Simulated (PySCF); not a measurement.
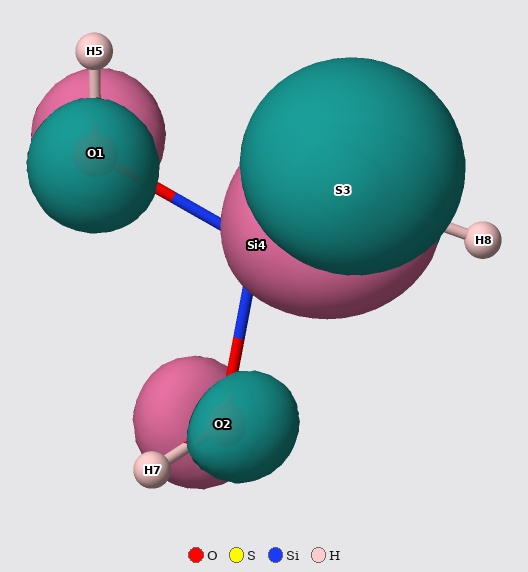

The picture shows: H4O2SSi (SMILES O[SiH](O)S). The HOMO−1 at ±0.15 Å⁻³ᐟ² (teal and pink are the two phases), seen at a tilt.

Geometry: PBE0-D3(BJ)/def2-SVP.

The calculation used Gaussian-basis quantum chemistry of an isolated molecule with PySCF, energy and nuclear gradient, functional PBE0 (PySCF 2.14.0).

```yaml
atoms:
  - { symbol: O, position_ang: [1.3828, -0.8115, -0.7503] }
  - { symbol: O, position_ang: [0.1337, 1.1905, -2.0085] }
  - { symbol: S, position_ang: [2.6918, 1.8799, -0.2172] }
  - { symbol: Si, position_ang: [0.8980, 0.7647, -0.6131] }
  - { symbol: H, position_ang: [2.0160, -1.1366, -0.1038] }
  - { symbol: H, position_ang: [-0.1004, 1.0129, 0.4535] }
  - { symbol: H, position_ang: [0.6398, 1.0983, -2.8221] }
  - { symbol: H, position_ang: [2.0292, 2.9824, 0.1959] }
```

**Where does this orbital lie, and at what energy?**

Its weight (Hirshfeld) is mainly on S3 (about 45 %), Si4 (about 15 %), O1 (about 15 %), H6 (about 10 %) and O2 (about 10 %). Its energy is −8.78 eV.
